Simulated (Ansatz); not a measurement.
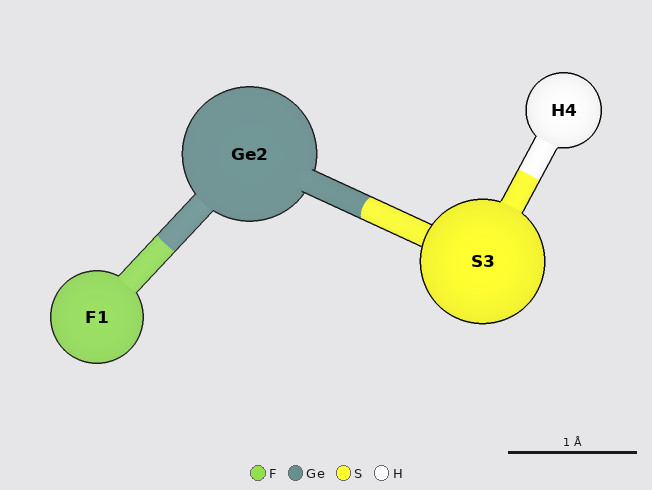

Source: calculation with Ansatz.

Atoms carry their numbers in the input. Geometry: moved along internal coordinates away from the minimum.

How are the neighbours of atom 2 arranged?

Answer. Ge2 has 2 neighbours (F1 at 1.76, S3 at 2.24 Å); the arrangement is bent.

How are the neighbours of atom 3 arranged?

Answer. S3 has 2 neighbours (Ge2 at 2.24, H4 at 1.34 Å); the arrangement is bent.
